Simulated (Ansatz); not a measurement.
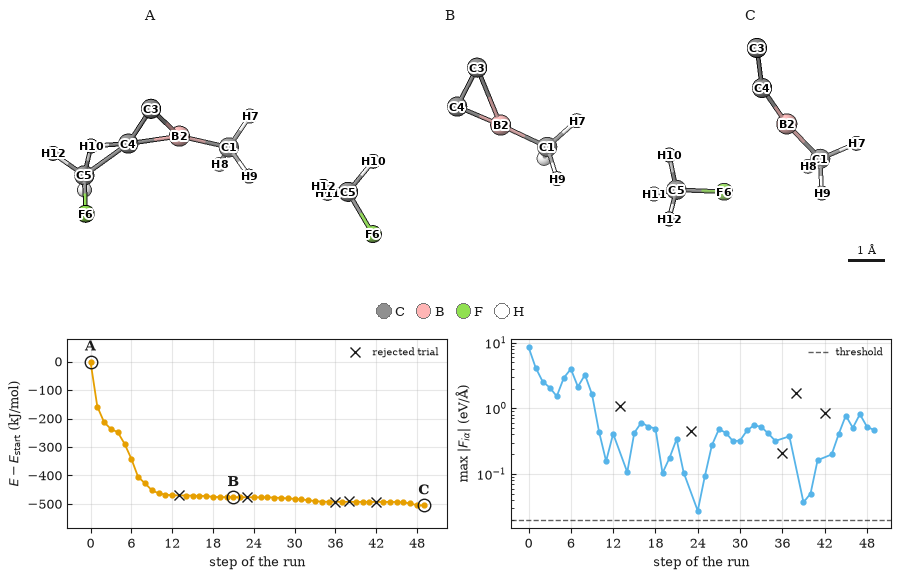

Frames of a relaxation of C₄H₆BF, marked on the history of the run. The picture is a ball-and-stick view, seen at a tilt.

The run prepares an end point of a later path (hydrogen shift) calculation, from a guessed geometry.

Method: RKS B3LYP/def2-SVP in Ansatz 0.2.0.

Input
```yaml
crystal:
  periodic: [false, false, false]
  atoms:
    - { symbol: C, position_ang: [-0.1331, -1.2616, 1.7983] }
    - { symbol: B, position_ang: [0.3882, -0.4135, 0.5486] }
    - { symbol: C, position_ang: [1.477, 0.2591, -0.1923] }
    - { symbol: C, position_ang: [0.2784, 0.4054, -0.6966] }
    - { symbol: C, position_ang: [-0.714, 0.9771, -1.7222] }
    - { symbol: F, position_ang: [-1.1496, 2.2372, -1.2694] }
    - { symbol: H, position_ang: [0.6071, -1.9388, 2.1448] }
    - { symbol: H, position_ang: [-1.0584, -1.7455, 1.4724] }
    - { symbol: H, position_ang: [-0.4253, -0.4927, 2.6468] }
    - { symbol: H, position_ang: [0.28571, 0.98598, -1.61908] }
    - { symbol: H, position_ang: [-1.6, 0.3156, -1.8243] }
    - { symbol: H, position_ang: [-0.1615, 1.1076, -2.6526] }
basis:
  gaussian: { orbitals: def2-SVP }
hamiltonian:
  xc: b3lyp
relax:
  f_tol: 0.02
  max_steps: 50
output:
  orbitals: {}
```

Command:
```bash
ansatz run input.yaml --threads 2 --pin off --max-ram 3072MiB --backend cpu --events-out ev --progress --plain --runs-dir out
```

Question: What happens along the run?

Answer: The relaxation stopped without meeting its thresholds, so the last structure isn't shown to be converged. It used up its limit of 50 steps. Over 44 accepted moves (49 points after the start) the energy falls by 505.2 kJ/mol. Largest force component: 8.5 eV/Å at the start, 0.47 eV/Å at the end. The line search rejected the trial steps at points 13, 23, 36, 38, 42 of the run. H12 moves most after the best rigid fit: 1.93 Å. By element the largest moves are H 1.93 Å, F 1.86 Å, C 1.86 Å, B 0.41 Å. Near-neighbour distances that change, for instance: C4–C5 1.537 → 3.789 Å, C4–H10 1.090 → 3.214 Å, B2–C3 1.479 → 2.610 Å, B2–C4 1.494 → 1.385 Å. Bonds break: B2–C3 (1.48 → 2.61 Å), C4–C5 (1.54 → 3.79 Å), C4–H10 (1.09 → 3.21 Å). Bond angles that change, for instance: B2–C4–C3 63.3° → 156.1°, H10–C5–H12 65.3° → 109.9°, H10–C5–H11 143.9° → 109.9°. Cost: 2.4 min on 2 threads of Intel(R) Xeon(R) Platinum 8488C (Sapphire Rapids), on a shared host, peak memory 0.27 GiB. From step 0 to 21: H11 moves most (1.63 Å), energy −476.1 kJ/mol. From step 21 to 49: F6 moves most (1.96 Å), energy −29.1 kJ/mol.

| step | E − E(0), kJ/mol | largest force component, eV/Å | note |
| --- | --- | --- | --- |
| 0 | 0.00 | 8.5466 |  |
| 1 | -157.94 | 4.1801 |  |
| 2 | -212.96 | 2.5529 |  |
| 3 | -236.84 | 2.0754 |  |
| 4 | -247.89 | 1.5261 |  |
| 5 | -288.30 | 2.9163 |  |
| 6 | -341.01 | 3.9741 |  |
| 7 | -405.21 | 2.1353 |  |
| 8 | -427.09 | 3.2397 |  |
| 9 | -451.29 | 1.6316 |  |
| 10 | -462.69 | 0.4392 |  |
| 12 | -469.60 | 0.4098 |  |
| 14 | -470.28 | 0.1066 |  |
| 16 | -471.93 | 0.6071 |  |
| 18 | -475.19 | 0.4927 |  |
| 20 | -476.00 | 0.1761 |  |
| 22 | -476.45 | 0.1052 |  |
| 24 | -476.55 | 0.0274 |  |
| 26 | -476.83 | 0.2724 |  |
| 28 | -478.90 | 0.4239 |  |
| 31 | -484.10 | 0.4620 |  |
| 33 | -489.91 | 0.5195 |  |
| 35 | -492.27 | 0.3181 |  |
| 37 | -492.48 | 0.3749 |  |
| 39 | -492.67 | 0.0369 |  |
| 41 | -492.74 | 0.1620 |  |
| 43 | -492.87 | 0.1984 |  |
| 45 | -493.04 | 0.7754 |  |
| 47 | -498.01 | 0.8132 |  |
| 49 | -505.19 | 0.4670 |  |
